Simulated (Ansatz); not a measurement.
# Single-point calculation of C$_{3}$H$_{7}$FGeO

The run: single-point calculation of C$_{3}$H$_{7}$FGeO. Method and program: RKS PBE0-D4/def2-TZVPP (Ansatz 0.2.0).

The geometry comes from this level: PBE0-D4/def2-TZVP.

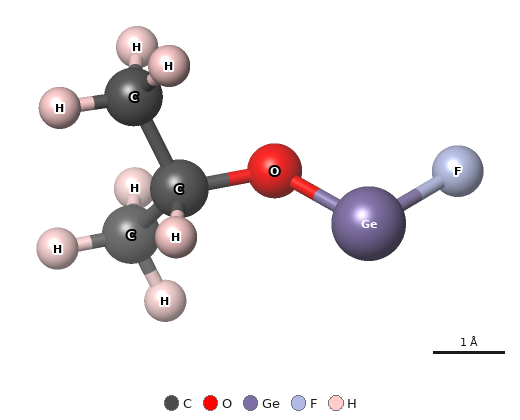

**Figure 1.** The structure (ball-and-stick view, seen at a tilt). Sticks mark near contacts. Bond lengths as drawn: C–C 1.51 Å, C–H 1.09 to 1.10 Å, C–O 1.42 Å, F–Ge 1.75 Å and Ge–O 1.77 Å.

## The input
```yaml
crystal:
  periodic: [false, false, false]
  atoms:
    - {symbol: C, position_ang: [-0.831899, -1.039698, 0.701890]}
    - {symbol: C, position_ang: [0.224299, -0.059813, 0.234668]}
    - {symbol: C, position_ang: [1.004882, -0.576681, -0.956010]}
    - {symbol: O, position_ang: [-0.413562, 1.157102, -0.131778]}
    - {symbol: Ge, position_ang: [-0.039965, 2.684172, 0.687712]}
    - {symbol: F, position_ang: [-1.145550, 3.656992, -0.259880]}
    - {symbol: H, position_ang: [-1.554630, -1.218424, -0.097659]}
    - {symbol: H, position_ang: [-0.378228, -1.993278, 0.982196]}
    - {symbol: H, position_ang: [-1.370452, -0.646108, 1.566338]}
    - {symbol: H, position_ang: [0.928393, 0.119368, 1.064767]}
    - {symbol: H, position_ang: [1.499827, -1.520174, -0.714083]}
    - {symbol: H, position_ang: [0.331463, -0.741975, -1.800254]}
    - {symbol: H, position_ang: [1.765924, 0.143619, -1.263109]}
basis:
  gaussian: {orbitals: def2-TZVPP}
hamiltonian: {xc: pbe0, dispersion: d4}
output: {orbitals: {seedname: orbitals}}
```

Run on 8 threads of Arm Neoverse V1, 23 GiB of memory available, shared host.

Command:
```bash
ansatz run in.yaml --threads 8 --pin off --events-out ev --progress --plain --max-ram 18278MiB
```

## Log
```
Functional definition: PBE0
  name "PBE0"
  cite "Adamo & Barone, J. Chem. Phys. 110, 6158 (1999) doi:10.1063/1.478522"
  cite "Perdew, Burke & Ernzerhof, Phys. Rev. Lett. 77, 3865 (1996) doi:10.1103/PhysRevLett.77.3865"
  parent pbe
  parameter a = 0.25
  parameter kappa = 0.804
  parameter beta = 0.06672455060314922
  exchange = (1 - a)*pbe_x(kappa = kappa, mu = beta*pi^2/3) + a*exact_x
  correlation = pbe_c(beta = beta)
1661 factors; their error is unknown
mean field evaluation 1: about -64483.4264 eV, gradient 8.1e1 eV
mean field evaluation 2: about -64441.1537 eV, gradient 1.6e2 eV
mean field evaluation 4: about -64496.2302 eV, gradient 9.6e0 eV
mean field evaluation 8: about -64496.3790 eV, gradient 3.7e-1 eV
mean field evaluation 16: about -64496.6484 eV, gradient 2.3e-4 eV
mean field -64496.64841436 eV, -2370.2081118293 hartree, gradient 7.0e-5 eV, S^2 0.000000; 0 other end points of the search recorded, 0 dependent functions left out
reference -64496.64844704 eV, -2370.2081130303 hartree; 37, 37 occupied and 264, 264 virtual orbitals, 1661 factors
Total energy: -64496.88719786 eV, -2370.2168869609 hartree
```

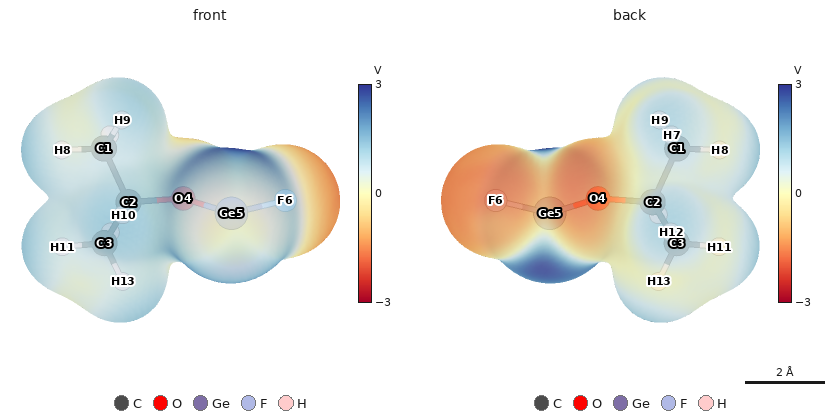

**Figure 2.** The molecular electrostatic potential painted on the density surface at 0.004 e/bohr³, seen at a tilt and from behind; red is negative and blue positive.

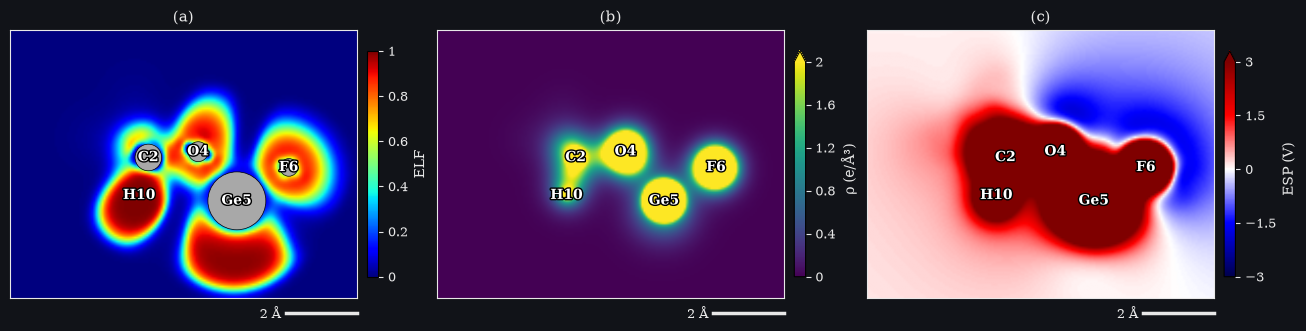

**Figure 3.** (a) ELF; (b) electron density; (c) electrostatic potential on the plane of atoms C2, O4 and Ge5. Grey discs, where drawn, cover atomic cores. The section cuts through C, O, Ge, F and H sites. Ge–F (1.75 Å): ρ at the midpoint is about 0.94 e/Å³; the ELF peaks at about 0.80 in the valence shell of F, 0.5 Å from its nucleus, and is about 0.25 at the midpoint. Ge–O (1.77 Å): ρ is about 0.99 e/Å³ halfway; the ELF peaks at about 0.85 in the valence shell of O, 0.6 Å from its nucleus, and is about 0.30 at the midpoint.

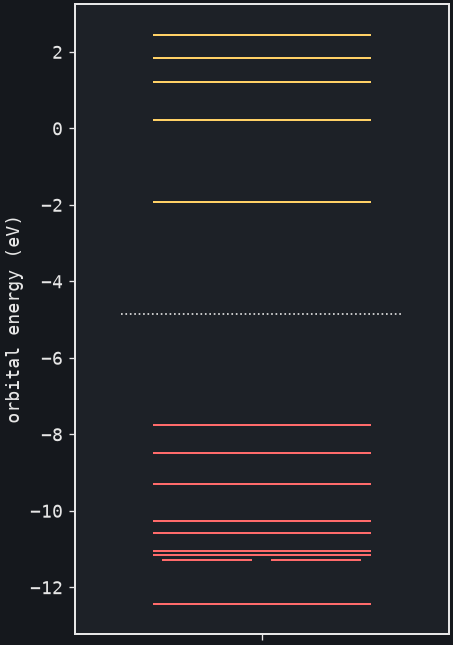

**Figure 4.** Orbital energies near the frontier; the dotted line parts filled from empty levels, and levels within 0.02 eV of each other stand side by side. Highest filled −7.76 eV, lowest empty −1.93 eV, 5.83 eV apart.

## Key numbers

```tsv
quantity	value
outcome	converged
total energy	−64496.8872 eV
mean-field energy	−64496.6484 eV
dispersion energy	−0.2388 eV
SCF solution under orbital rotations	stable
HOMO	−7.76 eV
LUMO	−1.93 eV
wall time	3.3 s (CPU time 23 s)
peak memory	1 GiB
```
